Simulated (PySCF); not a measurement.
**Two runs on SiH₄**

System: SiH₄, SMILES [SiH4].
Method of the first run: GIAO PBE0/6-31G NMR shielding, non-relativistic, gas phase (PySCF 2.14.0).

The geometry comes from this level: PBE0-D3(BJ)/def2-SVP. Text and figures count atoms from 1; the logs count them from 0 in places.

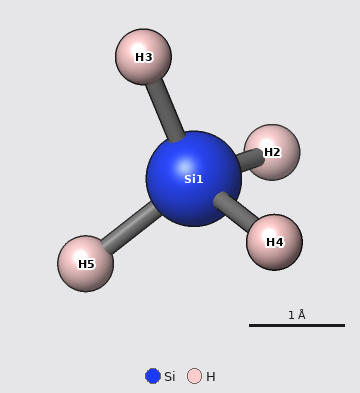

**Figure 1.** The structure as given in the input (ball-and-stick view, seen at a tilt; atoms are numbered from 1 in the order of the input).

Input, the first run:
```
{"job": {"kind": "nmr", "xc": "PBE0", "basis": "6-31G", "pop": true}, "charge": 0, "multiplicity": 1}
Si     0.018604    -0.020708    -0.019400
H     -0.175386     1.206957    -0.846261
H     -0.729147     0.120879     1.264884
H      1.472272    -0.202666     0.267685
H     -0.494253    -1.209232    -0.763398
```

The first line tells a small driver script what to run in PySCF; the rest is the geometry in Å.

Launched with:
```bash
OMP_NUM_THREADS=1 python <driver script> task.json out
```

Hardware: 1 CPU thread, shared host.

Output (the first run):
```
coarse grid: 4104 points
cycle   1  E = -291.7088620998  dE = -2.672e-01  |g| = 4.948e-02  |ddm| = 1.591e+00
cycle   2  E = -291.7096120510  dE = -7.500e-04  |g| = 1.659e-02  |ddm| = 1.049e-01
cycle   3  E = -291.7097206166  dE = -1.086e-04  |g| = 4.921e-03  |ddm| = 3.478e-02
cycle   4  E = -291.7097308762  dE = -1.026e-05  |g| = 1.632e-04  |ddm| = 8.607e-03
cycle   5  E = -291.7097308895  dE = -1.326e-08  |g| = 5.665e-06  |ddm| = 4.324e-04
final grid: 33416 points
cycle   6  E = -291.6937298121  dE = -3.144e-07  |g| = 2.107e-04  |ddm| = 1.996e-03
cycle   7  E = -291.6937298225  dE = -1.049e-08  |g| = 1.151e-04  |ddm| = 5.177e-04
cycle   8  E = -291.6937298280  dE = -5.446e-09  |g| = 6.813e-06  |ddm| = 1.928e-04
cycle   9  E = -291.6937298280  dE = -2.342e-11  |g| = 7.064e-07  |ddm| = 1.451e-05
converged SCF energy = -291.6937298280

GIAO shielding tensors (ppm)
atom      isotropic    diamagn.    paramagn.     s11        s22        s33       span
  0 Si     523.261     881.599    -358.338    523.090    523.258    523.433      0.343
  1 H       29.268      29.145       0.123     26.824     26.826     34.155      7.330
  2 H       29.268      29.151       0.117     26.823     26.825     34.155      7.332
  3 H       29.267      29.137       0.130     26.823     26.826     34.154      7.331
  4 H       29.265      29.135       0.130     26.821     26.823     34.151      7.331
```

The second run used a changed input.

The two runs side by side:

| quantity | the first run | the second run |
| --- | --- | --- |
| outcome | converged | converged |
| total energy (hartree) | −291.693730 | −288.389757 |
| HOMO (eV) | −9.91 | −8.05 |
| LUMO (eV) | 1.77 | 8.57 |
| dipole moment (D) | 0.00 | 0.00 |
| shielding of Si1 (ppm) | 523.3 | 607.7 |
| shielding of H2 (ppm) | 29.3 | 31.0 |
| shielding of H3 (ppm) | 29.3 | 31.0 |
| shielding of H4 (ppm) | 29.3 | 31.0 |
| shielding of H5 (ppm) | 29.3 | 31.0 |
| SCF iterations | 9 | 8 |
| basis functions | 21 | 13 |

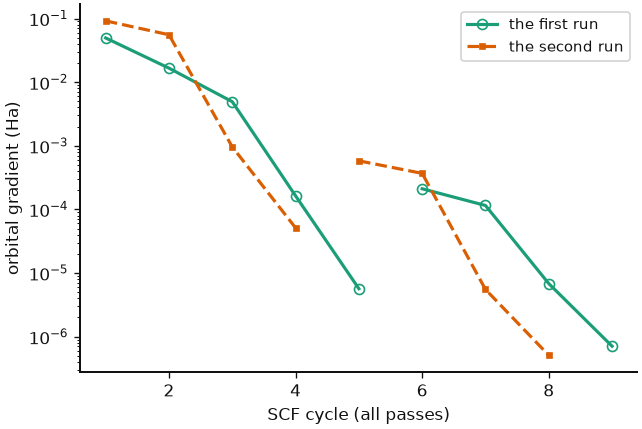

**Figure 2.** Convergence of the two runs: orbital gradient against the SCF cycle. A break in a curve parts two SCF passes (coarse and final grid). The first run takes 9 cycles in all, and the second run takes 8.

Which change of the input explains these differences?

The change (lines with − go, lines with + come):
```diff
-"basis": "6-31G"
+"basis": "STO-3G"
```

The total energy of the second run is 2073.3 kcal/mol higher, which measures the change of basis and not a stability. The HOMO goes from −9.91 to −8.05 eV. The LUMO goes from 1.77 to 8.57 eV. Of all shieldings, the largest change is that of Si1, by +84.5 ppm. The SCF takes 8 iterations against 9. The basis functions go from 21 to 13.

Output (the second run):
```
coarse grid: 4104 points
cycle   1  E = -288.3990260616  dE = -4.717e-01  |g| = 9.178e-02  |ddm| = 2.032e+00
cycle   2  E = -288.4013186231  dE = -2.293e-03  |g| = 5.557e-02  |ddm| = 2.489e-01
cycle   3  E = -288.4025253888  dE = -1.207e-03  |g| = 9.593e-04  |ddm| = 9.388e-02
cycle   4  E = -288.4025259948  dE = -6.060e-07  |g| = 5.124e-05  |ddm| = 2.654e-03
final grid: 33416 points
cycle   5  E = -288.3897567776  dE = -6.102e-07  |g| = 5.791e-04  |ddm| = 3.068e-03
cycle   6  E = -288.3897568702  dE = -9.264e-08  |g| = 3.679e-04  |ddm| = 1.643e-03
cycle   7  E = -288.3897569239  dE = -5.372e-08  |g| = 5.508e-06  |ddm| = 6.113e-04
cycle   8  E = -288.3897569239  dE = -1.421e-11  |g| = 5.086e-07  |ddm| = 1.076e-05
converged SCF energy = -288.3897569239

GIAO shielding tensors (ppm)
atom      isotropic    diamagn.    paramagn.     s11        s22        s33       span
  0 Si     607.746     868.613    -260.867    607.535    607.753    607.951      0.416
  1 H       31.004      30.905       0.099     28.257     28.260     36.495      8.238
  2 H       31.004      30.922       0.083     28.257     28.259     36.497      8.240
  3 H       31.003      30.885       0.118     28.257     28.259     36.494      8.238
  4 H       31.002      30.882       0.119     28.255     28.257     36.494      8.239
```
